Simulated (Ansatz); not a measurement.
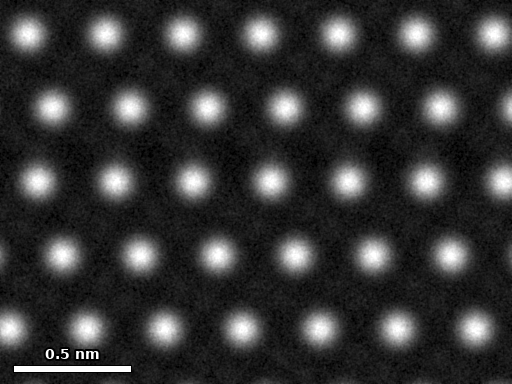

Z-contrast image of CdC2 (I4/mmm, No. 139) along [100]. Simulated incoherent Z contrast: every atom adds Z^1.7 spread by a probe of 0.95 Å full width; channelling and multiple scattering are left out. The probe carries 25 % of its weight in a tail 2.5 times as wide. The display is stretched by a gamma of 0.65; percentages refer to the linear signal. Shot noise was added.

One planar defect was built into the perfect crystal by geometry alone, without relaxation. Host structure: coordinates from a relaxation (final pressure about 4 GPa) with Ansatz 0.2.0, DFT LDA, scalar-relativistic, plane waves, PAW; the starting structure was generated, so it need not be a known form of this composition.

Where does the periodic pattern break, and how?

Answer. A planar fault (a stacking fault or antiphase boundary) runs horizontally about 7 Å below the top edge. The part above it is shifted along the boundary by 1/2 of the 3.34 Å repeat of the rows (1.7 Å to the right, the same as to the left); both parts keep the same orientation.
